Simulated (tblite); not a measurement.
## Run report: C$_{2}$H$_{11}$O$_{2}$Si$_{3}$, geometry relaxation (part 1 of 3)

C$_{2}$H$_{11}$O$_{2}$Si$_{3}$, multiplicity 2, computed with GFN2-xTB geometry optimisation, gas phase (tblite 0.8.0).

It belongs to a series of runs on one base structure; here: H removed from sp3 C.

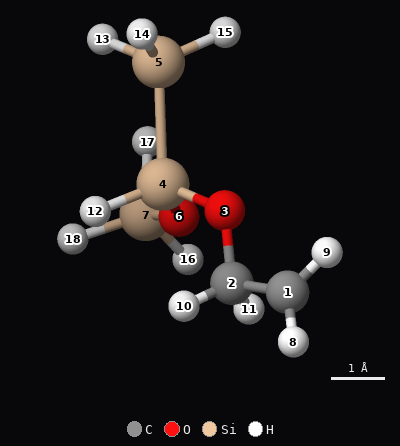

Fig. 1: The input geometry (ball-and-stick view, seen at an oblique angle; atoms are numbered from 1 in the order of the input).

Summary

```json
{"quantity": "outcome", "value": "converged"}
{"quantity": "total energy", "value": "−633.4091 eV"}
{"quantity": "hardware", "value": "1 CPU thread, shared host"}
{"quantity": "wall time", "value": "3.1 s"}
{"quantity": "peak memory", "value": "0.18 GiB"}
```

Input file
```
{"job": {"kind": "relax", "xc": "GFN2-xTB", "basis": "xTB"}, "charge": 0, "multiplicity": 2}
C      3.484900    -0.671700    -0.339900
C      2.199400     0.041200    -0.646100
O      1.157300    -0.801400    -0.188700
Si    -0.419500    -0.288900    -0.463300
Si    -1.923400    -1.927400     0.280700
O     -0.676600     1.154700     0.301200
Si    -1.891500     2.252600     0.529700
H      4.401400    -0.343900    -0.808600
H      3.528700    -1.393800     0.468500
H      2.132200     0.211500    -1.712300
H      2.191100     0.993500    -0.106000
H     -0.595600    -0.091100    -1.912900
H     -3.321500    -1.473800     0.012500
H     -1.703400    -3.215900    -0.443300
H     -1.796400    -2.149100     1.741000
H     -1.388500     3.402400     1.329000
H     -2.998900     1.595400     1.269900
H     -2.388500     2.711900    -0.783200
```

The first line tells a small driver script what to run in tblite; the rest is the geometry in Å.

Run as:
```bash
OMP_NUM_THREADS=1 python <driver script> task.json out
```

The program's output
```
step      E/eV     max force
  0    -633.01183    2.249
  1    -633.14802    1.047
  2    -633.21040    0.640
  3    -633.23786    0.511
  4    -633.26189    0.314
  5    -633.27031    0.270
  6    -633.28339    0.327
  7    -633.29595    0.348
  8    -633.30818    0.271
  9    -633.31463    0.176
 10    -633.31802    0.126
 11    -633.32026    0.114
 12    -633.32266    0.115
 13    -633.32512    0.149
 14    -633.32732    0.160
 15    -633.32902    0.109
 16    -633.33047    0.123
 17    -633.33199    0.105
 18    -633.33361    0.115
 19    -633.33516    0.099
 20    -633.33655    0.088
 21    -633.33800    0.090
 22    -633.33992    0.136
 23    -633.34244    0.155
 24    -633.34505    0.144
 25    -633.34740    0.122
 26    -633.34987    0.152
 27    -633.35297    0.182
 28    -633.35665    0.164
 29    -633.36011    0.149
 30    -633.36264    0.104
 31    -633.36458    0.112
 32    -633.36682    0.149
 33    -633.36944    0.132
 34    -633.37160    0.098
 35    -633.37297    0.070
 36    -633.37398    0.077
 37    -633.37501    0.082
 38    -633.37608    0.085
 39    -633.37696    0.062
 40    -633.37759    0.083
 41    -633.37807    0.070
 42    -633.37856    0.065
 43    -633.37904    0.046
 44    -633.37938    0.039
 45    -633.37959    0.035
 46    -633.37993    0.049
 47    -633.38035    0.062
 48    -633.38083    0.066
 49    -633.38116    0.041
 50    -633.38131    0.027
 51    -633.38141    0.024
 52    -633.38151    0.030
 53    -633.38162    0.033
 54    -633.38173    0.024
 55    -633.38181    0.023
 56    -633.38189    0.017
 57    -633.38198    0.025
 58    -633.38209    0.027
 59    -633.38221    0.030
 60    -633.38232    0.026
 61    -633.38240    0.020
 62    -633.38247    0.020
 63    -633.38254    0.021
 64    -633.38261    0.025
 65    -633.38267    0.020
 66    -633.38274    0.021
 67    -633.38283    0.024
 68    -633.38297    0.035
 69    -633.38317    0.043
 70    -633.38338    0.036
 71    -633.38359    0.033
 72    -633.38380    0.043
 73    -633.38410    0.050
 74    -633.38461    0.076
 75    -633.38529    0.093
 76    -633.38591    0.055
 77    -633.38601    0.111
 78    -633.38653    0.041
 79    -633.38672    0.035
 80    -633.38725    0.066
 81    -633.38787    0.092
 82    -633.38880    0.074
 83    -633.38965    0.094
 84    -633.38996    0.052
 85    -633.38968    0.203
 86    -633.39043    0.056
 87    -633.39066    0.031
 88    -633.39141    0.064
 89    -633.39165    0.027
 90    -633.39186    0.025
 91    -633.39202    0.042
 92    -633.39212    0.033
 93    -633.39233    0.032
 94    -633.39251    0.035
 95    -633.39277    0.027
 96    -633.39285    0.025
 97    -633.39295    0.031
 98    -633.39304    0.028
 99    -633.39324    0.039
100    -633.39351    0.042
101    -633.39377    0.030
102    -633.39396    0.029
103    -633.39412    0.026
104    -633.39428    0.028
105    -633.39445    0.027
106    -633.39460    0.041
107    -633.39473    0.041
108    -633.39486    0.034
109    -633.39501    0.028
110    -633.39521    0.035
111    -633.39536    0.049
112    -633.39559    0.059
113    -633.39591    0.060
114    -633.39635    0.050
115    -633.39682    0.039
116    -633.39720    0.034
117    -633.39744    0.040
118    -633.39757    0.061
119    -633.39781    0.034
120    -633.39804    0.041
121    -633.39829    0.041
122    -633.39847    0.027
123    -633.39865    0.028
124    -633.39893    0.043
125    -633.39915    0.048
126    -633.39937    0.036
127    -633.39950    0.027
128    -633.39959    0.021
129    -633.39968    0.020
130    -633.39978    0.022
131    -633.39990    0.024
132    -633.40003    0.026
133    -633.40012    0.020
134    -633.40017    0.014
135    -633.40020    0.012
136    -633.40023    0.012
137    -633.40027    0.014
138    -633.40031    0.022
139    -633.40036    0.028
140    -633.40045    0.028
141    -633.40058    0.029
142    -633.40076    0.035
143    -633.40095    0.035
144    -633.40115    0.033
145    -633.40134    0.032
146    -633.40152    0.054
147    -633.40166    0.041
148    -633.40186    0.036
149    -633.40210    0.051
150    -633.40232    0.055
151    -633.40253    0.050
152    -633.40274    0.052
153    -633.40292    0.042
154    -633.40309    0.054
155    -633.40330    0.031
156    -633.40358    0.021
157    -633.40375    0.023
158    -633.40397    0.034
159    -633.40412    0.025
160    -633.40431    0.044
161    -633.40444    0.032
162    -633.40449    0.085
163    -633.40458    0.031
164    -633.40463    0.028
165    -633.40471    0.020
166    -633.40479    0.017
167    -633.40492    0.022
168    -633.40507    0.028
169    -633.40521    0.027
170    -633.40533    0.023
171    -633.40542    0.026
172    -633.40551    0.016
173    -633.40559    0.019
174    -633.40565    0.020
175    -633.40571    0.018
176    -633.40575    0.015
177    -633.40580    0.013
178    -633.40585    0.014
179    -633.40591    0.016
180    -633.40596    0.018
181    -633.40599    0.019
182    -633.40602    0.018
183    -633.40606    0.016
184    -633.40611    0.017
185    -633.40615    0.016
186    -633.40618    0.012
187    -633.40622    0.013
188    -633.40625    0.019
189    -633.40629    0.016
190    -633.40634    0.019
191    -633.40638    0.016
192    -633.40644    0.014
193    -633.40648    0.014
194    -633.40653    0.020
195    -633.40657    0.024
196    -633.40660    0.020
197    -633.40665    0.019
198    -633.40676    0.022
199    -633.40685    0.019
200    -633.40700    0.024
201    -633.40707    0.018
202    -633.40700    0.084
203    -633.40718    0.036
204    -633.40723    0.016
205    -633.40730    0.015
206    -633.40740    0.019
207    -633.40746    0.022
208    -633.40759    0.026
209    -633.40773    0.024
210    -633.40788    0.022
211    -633.40797    0.029
212    -633.40803    0.027
213    -633.40809    0.024
214    -633.40814    0.022
215    -633.40819    0.017
216    -633.40823    0.018
217    -633.40826    0.017
218    -633.40829    0.017
219    -633.40832    0.016
220    -633.40837    0.015
221    -633.40844    0.018
222    -633.40853    0.022
223    -633.40863    0.021
224    -633.40871    0.017
225    -633.40878    0.018
226    -633.40886    0.018
227    -633.40897    0.022
228    -633.40904    0.020
229    -633.40908    0.017
230    -633.40908    0.019
231    -633.40911    0.008
```

Trajectory as extended XYZ (Å, eV, eV/Å), 27 of the 232 frames kept, from step=0 to step=231
```
18
Properties=species:S:1:pos:R:3:forces:R:3 step=0 energy=-633.01183
C     3.4849   -0.6717   -0.3399   -0.0820   0.3380   0.0070
C     2.1994    0.0412   -0.6461    1.2370  -1.5950   0.9910
O     1.1573   -0.8014   -0.1887   -1.5500   1.2520  -0.5320
Si   -0.4195   -0.2889   -0.4633    0.2720  -0.9020   0.5970
Si   -1.9234   -1.9274    0.2807    0.5120   0.3350  -0.1030
O    -0.6766    1.1547    0.3012   -0.5220   0.1940  -0.2680
Si   -1.8915    2.2526    0.5297    0.0480  -0.1290   0.1550
H     4.4014   -0.3439   -0.8086   -0.2450  -0.1070   0.0970
H     3.5287   -1.3938    0.4685   -0.1200   0.3310  -0.4000
H     2.1322    0.2115   -1.7123   -0.1670   0.2240  -0.3630
H     2.1911    0.9935   -0.1060   -0.2380   0.2320  -0.0440
H    -0.5956   -0.0911   -1.9129    0.1560   0.2910   0.0720
H    -3.3215   -1.4738    0.0125    0.4050  -0.2030   0.0880
H    -1.7034   -3.2159   -0.4433   -0.1750   0.3950   0.3030
H    -1.7964   -2.1491    1.7410   -0.1600  -0.0990  -0.2880
H    -1.3885    3.4024    1.3290    0.1090  -0.4960  -0.2970
H    -2.9989    1.5954    1.2699    0.3420   0.0600  -0.2080
H    -2.3885    2.7119   -0.7832    0.1770  -0.1240   0.1940
18
Properties=species:S:1:pos:R:3:forces:R:3 step=9 energy=-633.31463
C     3.4717   -0.6721   -0.3107    0.0200   0.0180   0.0170
C     2.2094    0.0133   -0.6149    0.1060  -0.0170   0.0480
O     1.0836   -0.7137   -0.1837    0.0530   0.1060  -0.1160
Si   -0.4496   -0.2846   -0.4829   -0.0490  -0.0480   0.0240
Si   -1.8513   -1.8954    0.3086   -0.0210  -0.0710   0.0010
O    -0.7653    1.1476    0.2371    0.0570  -0.0040  -0.0050
Si   -1.9266    2.2430    0.5208    0.0310  -0.0040  -0.0040
H     4.3682   -0.3536   -0.8081   -0.0590  -0.0320   0.0300
H     3.5318   -1.4162    0.4594   -0.0980   0.0530  -0.0700
H     2.1418    0.2177   -1.7008   -0.0520  -0.0560   0.1590
H     2.1776    1.0087   -0.1238   -0.0060  -0.0420  -0.0320
H    -0.5837    0.0165   -1.9138    0.0180   0.0530  -0.0890
H    -3.2363   -1.4984    0.0270   -0.0400   0.0730   0.0190
H    -1.7219   -3.1719   -0.3941    0.0800  -0.0750  -0.0050
H    -1.8312   -2.1982    1.7419    0.0470   0.0020   0.0420
H    -1.2745    3.2997    1.2922    0.0330  -0.0660  -0.0200
H    -2.9820    1.5572    1.2664   -0.0270   0.0510  -0.0280
H    -2.3705    2.7069   -0.7922   -0.0930   0.0570   0.0290
18
Properties=species:S:1:pos:R:3:forces:R:3 step=18 energy=-633.33361
C     3.4613   -0.6648   -0.2885   -0.0250  -0.0200  -0.0090
C     2.2059    0.0233   -0.6047    0.0250   0.0370  -0.0110
O     1.0727   -0.7026   -0.1922    0.0700   0.0480  -0.0720
Si   -0.4620   -0.2938   -0.5127    0.0530   0.0500  -0.0160
Si   -1.8404   -1.9130    0.3096    0.0020  -0.0160   0.0030
O    -0.7722    1.1382    0.2114   -0.0490   0.0060  -0.0270
Si   -1.9219    2.2384    0.5094   -0.0180   0.0230   0.0040
H     4.3603   -0.3740   -0.7954   -0.0260  -0.0190   0.0380
H     3.4875   -1.4351    0.4538   -0.0270  -0.0020  -0.0050
H     2.1428    0.2193   -1.6909   -0.0110   0.0070   0.1070
H     2.1773    1.0222   -0.1178   -0.0570  -0.0890  -0.0450
H    -0.5759    0.0571   -1.9392    0.0010  -0.0520  -0.0210
H    -3.2222   -1.4785    0.0496    0.0070  -0.0450   0.0030
H    -1.6810   -3.2000   -0.3747   -0.0060   0.0000   0.0040
H    -1.8025   -2.2045    1.7481    0.0480   0.0200  -0.0060
H    -1.2175    3.2523    1.2828    0.0240   0.0340   0.0230
H    -2.9966    1.5797    1.2486   -0.0160  -0.0070   0.0270
H    -2.4243    2.7419   -0.7689    0.0050   0.0240   0.0020
18
Properties=species:S:1:pos:R:3:forces:R:3 step=27 energy=-633.35297
C     3.4316   -0.6826   -0.2551   -0.0950   0.0450   0.0140
C     2.2002    0.0372   -0.5995   -0.0470   0.0680  -0.0480
O     1.0537   -0.6993   -0.2456    0.0400   0.1320  -0.0070
Si   -0.4781   -0.2863   -0.5759    0.0480   0.0270  -0.0920
Si   -1.7860   -1.9281    0.3014   -0.0660  -0.0440   0.0360
O    -0.8462    1.1439    0.1246    0.0190  -0.0300  -0.0590
Si   -1.9388    2.2738    0.5199    0.0390  -0.0540  -0.0640
H     4.3603   -0.4270   -0.7286   -0.0920  -0.0150   0.0570
H     3.3819   -1.4841    0.4544    0.0480   0.0250  -0.0330
H     2.1703    0.2660   -1.6816    0.0230  -0.0320   0.1040
H     2.1352    1.0268   -0.0930    0.0770  -0.1620  -0.0280
H    -0.5626    0.0228   -2.0147   -0.0420   0.0080   0.0220
H    -3.1872   -1.5369    0.0851   -0.0120  -0.0380   0.0110
H    -1.6346   -3.2346   -0.3455    0.0200   0.0050  -0.0130
H    -1.6725   -2.1731    1.7442    0.0220  -0.0010   0.0150
H    -1.1434    3.2258    1.2891   -0.0480   0.0180   0.0220
H    -3.0147    1.6227    1.2675    0.0350   0.0160   0.0470
H    -2.4777    2.8391   -0.7185    0.0310   0.0300   0.0160
18
Properties=species:S:1:pos:R:3:forces:R:3 step=36 energy=-633.37398
C     3.3697   -0.7173   -0.2021   -0.0100   0.0230  -0.0380
C     2.1861    0.0579   -0.5874   -0.0390   0.0100   0.0040
O     1.0085   -0.6470   -0.3006   -0.0140   0.0100   0.0060
Si   -0.5204   -0.2894   -0.6904   -0.0070   0.0440  -0.0200
Si   -1.7297   -1.9511    0.3032   -0.0270  -0.0150  -0.0120
O    -0.9438    1.1492   -0.0420   -0.0020   0.0280  -0.0040
Si   -1.9376    2.2988    0.5088    0.0010   0.0240  -0.0090
H     4.3210   -0.4720   -0.6276    0.0340  -0.0190   0.0390
H     3.2670   -1.5520    0.4621    0.0090   0.0500  -0.0330
H     2.2173    0.3172   -1.6612    0.0070  -0.0270   0.0720
H     2.1440    1.0287   -0.0502    0.0120  -0.0520  -0.0200
H    -0.5966    0.0003   -2.1326   -0.0290  -0.0360   0.0300
H    -3.1608   -1.6494    0.1501   -0.0030  -0.0040   0.0400
H    -1.5558   -3.2687   -0.3166    0.0390  -0.0050  -0.0060
H    -1.5022   -2.1414    1.7443   -0.0160   0.0020  -0.0370
H    -1.0891    3.1833    1.3013    0.0520   0.0150   0.0140
H    -2.9816    1.6780    1.3226    0.0010  -0.0450  -0.0140
H    -2.5048    2.9809   -0.6534   -0.0080  -0.0020  -0.0110
18
Properties=species:S:1:pos:R:3:forces:R:3 step=44 energy=-633.37938
C     3.3487   -0.7321   -0.1940   -0.0130  -0.0020  -0.0070
C     2.1770    0.0617   -0.5810   -0.0130   0.0060   0.0060
O     0.9839   -0.6235   -0.3127    0.0090  -0.0240  -0.0060
Si   -0.5432   -0.2782   -0.7220    0.0050  -0.0140   0.0000
Si   -1.7149   -1.9570    0.2921   -0.0060  -0.0130   0.0260
O    -0.9792    1.1699   -0.1085    0.0330   0.0030  -0.0090
Si   -1.9327    2.3194    0.5068   -0.0060   0.0020  -0.0080
H     4.3173   -0.4830   -0.5773   -0.0130   0.0150   0.0080
H     3.2303   -1.5683    0.4637   -0.0100   0.0030  -0.0010
H     2.2256    0.3299   -1.6500   -0.0100   0.0040   0.0280
H     2.1472    1.0238   -0.0302    0.0080  -0.0020  -0.0260
H    -0.6310   -0.0225   -2.1682   -0.0020  -0.0140   0.0120
H    -3.1590   -1.6950    0.1954    0.0140  -0.0110  -0.0120
H    -1.5049   -3.2788   -0.3125    0.0010   0.0370  -0.0130
H    -1.4518   -2.1321    1.7280    0.0000  -0.0040  -0.0020
H    -1.0477    3.1671    1.3032    0.0160   0.0050  -0.0070
H    -2.9585    1.6749    1.3261   -0.0050  -0.0060  -0.0070
H    -2.5157    3.0302   -0.6306   -0.0080   0.0160   0.0170
```
